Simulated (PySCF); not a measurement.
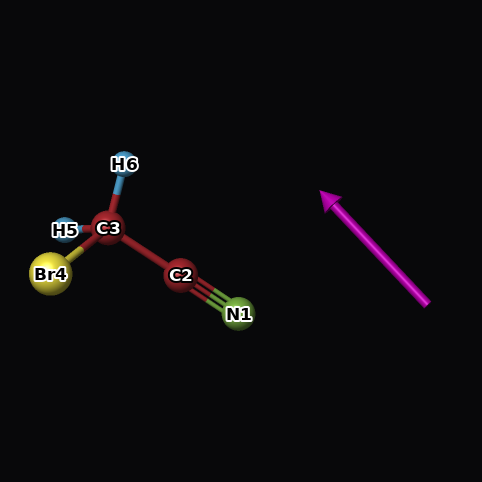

The arrow beside the molecule shows the direction of the dipole moment, from the negative to the positive end (its length means nothing). The geometry was computed by an optimisation with GFN2-xTB. No frequency run is at hand to confirm it as a minimum. Properties computed with ωB97X-D/def2-SVPD, gas phase (PySCF 2.14.0).

**Estimate the dipole moment.**

3.34 D; it points from the side of N1 to the side of H5, H6 (the outermost atoms at the two ends).

The geometry is semi-empirical. Around Br such bond lengths and angles can be off by a tenth of an ångström or more and by several degrees, and values that hang on the shape move with them.
